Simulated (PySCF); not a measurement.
# Run report: C4H7N3O2Si, NMR shielding calculation

The run: NMR shielding calculation of C4H7N3O2Si, SMILES COC(=O)c1ncn([SiH3])n1. Method and program: GIAO KT3/pcSseg-1 NMR shielding, non-relativistic, gas phase (PySCF 2.14.0).

The geometry comes from this level: PBE0-D3(BJ)/def2-SVP. Figures and captions count atoms from 1; the log counts them from 0 in places.

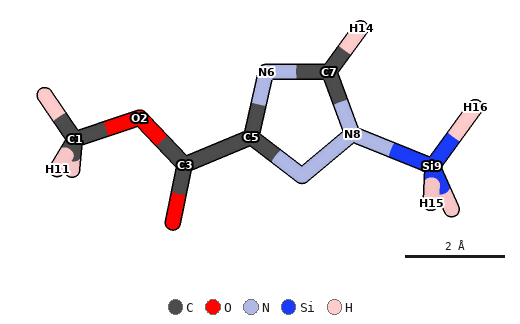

Fig. 1: The input geometry (stick view, seen at a tilt; atoms are numbered from 1 in the order of the input).

### Key numbers

```csv
quantity,value
outcome,converged
total energy,−770.014932 hartree
HOMO,−6.45 eV
LUMO,−1.99 eV
dipole moment,3.24 D
"isotropic shielding, C",30.4 to 131.0 ppm
"isotropic shielding, O",−64.0 to 138.1 ppm
"isotropic shielding, N",−67.9 to 41.6 ppm
"isotropic shielding, Si",415.7 ppm
"isotropic shielding, H",23.5 to 27.7 ppm
hardware,"1 CPU thread, shared host"
wall time,58 s
peak memory,0.78 GiB
```

### Input
```
{"job": {"kind": "nmr", "xc": "KT3", "basis": "pcSseg-1", "pop": false}, "charge": 0, "multiplicity": 1}
C      3.772786     0.396631     0.001293
O      2.441678     0.330874     0.477647
C      1.515966     0.079010    -0.446215
O      1.746955    -0.072145    -1.615871
C      0.157559     0.004674     0.154291
N     -0.110990     0.090795     1.484651
C     -1.412219    -0.030563     1.526949
N     -1.919522    -0.183285     0.272380
Si    -3.591908    -0.382168    -0.342680
N     -0.908221    -0.160950    -0.608735
H      3.891518     1.222608    -0.716139
H      4.055768    -0.538942    -0.503414
H      4.406775     0.563068     0.879482
H     -2.036585    -0.017400     2.420514
H     -3.906293     0.759981    -1.237489
H     -4.440414    -0.367825     0.879962
H     -3.684218    -1.680686    -1.056074
```

The first line tells a small driver script what to run in PySCF; the rest is the geometry in Å.

Launch command:
```bash
OMP_NUM_THREADS=1 python <driver script> task.json out
```

### What the program printed
```
coarse grid: 15672 points
cycle   1  E = -769.7337670699  dE =  1.702e+00  |g| = 1.065e+00  |ddm| = 3.996e+00
cycle   2  E = -766.8193595213  dE =  2.914e+00  |g| = 2.910e+00  |ddm| = 4.123e+00
cycle   3  E = -769.6828859361  dE = -2.864e+00  |g| = 1.023e+00  |ddm| = 3.979e+00
cycle   4  E = -769.9372198998  dE = -2.543e-01  |g| = 2.520e-01  |ddm| = 8.128e-01
cycle   5  E = -769.9415367313  dE = -4.317e-03  |g| = 2.328e-01  |ddm| = 3.565e-01
cycle   6  E = -769.9516058506  dE = -1.007e-02  |g| = 1.130e-01  |ddm| = 2.390e-01
cycle   7  E = -769.9540542975  dE = -2.448e-03  |g| = 4.396e-02  |ddm| = 1.075e-01
cycle   8  E = -769.9544527593  dE = -3.985e-04  |g| = 1.179e-02  |ddm| = 4.000e-02
cycle   9  E = -769.9544749722  dE = -2.221e-05  |g| = 5.238e-03  |ddm| = 1.138e-02
cycle  10  E = -769.9544809053  dE = -5.933e-06  |g| = 1.319e-03  |ddm| = 4.460e-03
final grid: 149760 points
cycle  11  E = -770.0148651660  dE = -3.559e-04  |g| = 2.112e-02  |ddm| = 7.602e-02
cycle  12  E = -770.0147361991  dE =  1.290e-04  |g| = 3.318e-02  |ddm| = 3.596e-02
cycle  13  E = -770.0149250230  dE = -1.888e-04  |g| = 6.039e-03  |ddm| = 2.483e-02
cycle  14  E = -770.0149304533  dE = -5.430e-06  |g| = 2.703e-03  |ddm| = 6.130e-03
cycle  15  E = -770.0149320373  dE = -1.584e-06  |g| = 7.926e-04  |ddm| = 2.667e-03
cycle  16  E = -770.0149321796  dE = -1.423e-07  |g| = 2.202e-04  |ddm| = 8.361e-04
cycle  17  E = -770.0149321886  dE = -9.039e-09  |g| = 9.372e-05  |ddm| = 2.345e-04
cycle  18  E = -770.0149321904  dE = -1.762e-09  |g| = 3.003e-05  |ddm| = 8.246e-05
cycle  19  E = -770.0149321906  dE = -1.883e-10  |g| = 7.612e-06  |ddm| = 2.467e-05
```

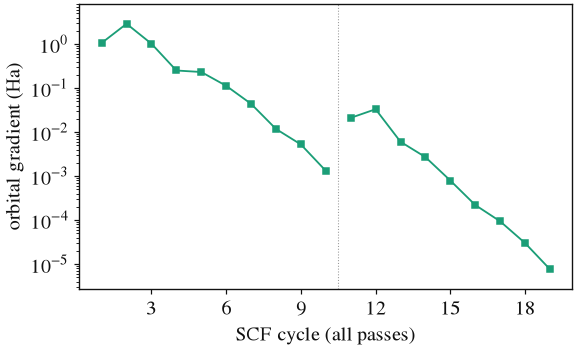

Fig. 2: Convergence of the self-consistent field: orbital gradient against the SCF cycle. The dotted line marks the change from a coarse to the final integration grid. The first 10 cycles use a coarse grid, the final grid takes over at cycle 11, and the field converges after 19 cycles in all.

```
converged SCF energy = -770.0149321906

GIAO shielding tensors (ppm)
atom      isotropic    diamagn.    paramagn.     s11        s22        s33       span
  0 C      131.038     239.031    -107.994    102.495    116.458    174.159     71.664
  1 O      138.120     400.446    -262.326    -30.981    220.747    224.595    255.576
  2 C       30.370     251.677    -221.307    -58.320     67.974     81.457    139.778
  3 O      -64.047     403.721    -467.768   -294.219   -207.481    309.559    603.777
  4 C       31.396     256.315    -224.919    -34.686     44.927     83.948    118.634
  5 N      -15.470     330.217    -345.688   -202.156    -69.237    224.981    427.137
  6 C       40.779     252.957    -212.178    -27.338     47.451    102.224    129.562
  7 N       41.644     334.868    -293.224    -63.109     50.775    137.266    200.376
  8 Si     415.660     881.819    -466.159    389.473    399.771    457.737     68.264
  9 N      -67.925     327.663    -395.588   -291.859    -85.988    174.072    465.931
 10 H       27.435      26.466       0.969     23.816     25.224     33.264      9.447
 11 H       27.349      26.457       0.892     23.856     25.167     33.025      9.169
 12 H       27.658      26.035       1.624     23.985     26.346     32.644      8.659
 13 H       23.457      31.576      -8.119     20.194     23.518     26.658      6.464
 14 H       26.297      28.578      -2.281     23.009     24.764     31.117      8.109
 15 H       26.422      27.812      -1.389     22.755     25.949     30.562      7.807
 16 H       26.280      28.539      -2.258     22.967     24.776     31.098      8.132
```

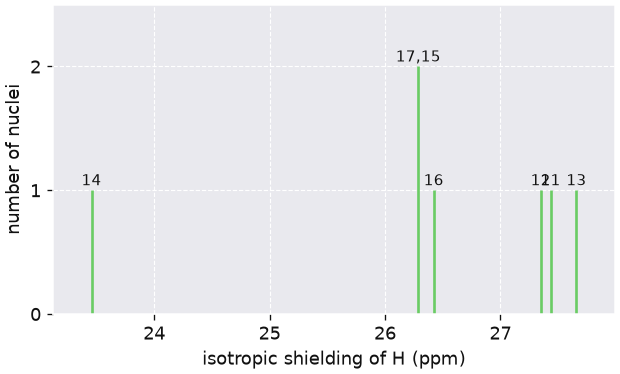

Fig. 3: Isotropic shieldings of the hydrogen nuclei in this fixed geometry, labelled by atom number; shielding grows to the right, so chemical shift grows to the left. The least shielded is H14 (23.5 ppm), the most shielded H13 (27.7 ppm).
